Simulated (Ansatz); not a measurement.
One crystal and one scan (frozen-phonon scan) at two levels, PBE (plane waves to 420 eV, PAW, scalar-relativistic; Ansatz, a quantum-chemistry and plane-wave program) and r2SCAN (plane waves to 500 eV, PAW, scalar-relativistic; Ansatz), each from its own relaxed cell and on its own mesh. The cell shown is that of PBE.

GaP (zinc blende)

```
GaP
1.0
    0.00000     5.50645     5.50645
    2.75322     2.75322     5.50645
    2.75322     2.75322     0.00000
P Ga
2 2
Cartesian
  4.12983   9.63628   9.63628
  4.12983   6.88306   6.88306
  0.00000   0.00000   0.00000
  2.75322   5.50645   2.75322
```

A phonon eigenvector at X = (0.5, 0.5, 0.0) is frozen into this cell: atom i moves by Q times the vector below, so Q is the largest atomic displacement, in Å. The cell is held. (q is in reciprocal vectors of the primitive cell; the cell shown is doubled to hold the pattern.)

| atom | x | y | z |
|---|---|---|---|
| Ga3 | 0.000 | 0.000 | 1.000 |
| Ga4 | 0.000 | 0.000 | -1.000 |

Atoms not listed stay in place.

GaP was relaxed with its symmetry unable to fall. The PAW data are Ansatz's earlier set. Percentages come from the unrounded values.

```json
[
 {"quantity": "Lattice constant a (Å)", "PBE": "5.506", "r2SCAN": "5.452", "PBE − r2SCAN": "+0.054 (+1.0 %)"},
 {"quantity": "Harmonic wavenumber from the curvature (finite differences) (cm⁻¹ (negative: imaginary))", "PBE": "241", "r2SCAN": "252", "PBE − r2SCAN": "-11 (-4 %)"}
]
```

PBE gives the higher value for: lattice constant a. PBE gives the lower value for: harmonic wavenumber from the curvature. Both give the same shape of the curve: a single well with its minimum at or next to zero displacement.

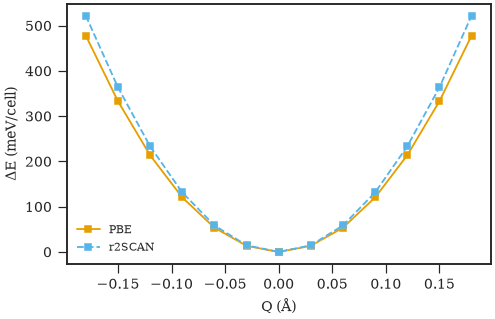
*ΔE, each from the undisplaced structure of its own level.*

(For displaced atoms, the force is minus the slope of the energy, and its curvature is a force constant, which sets phonon frequencies.)
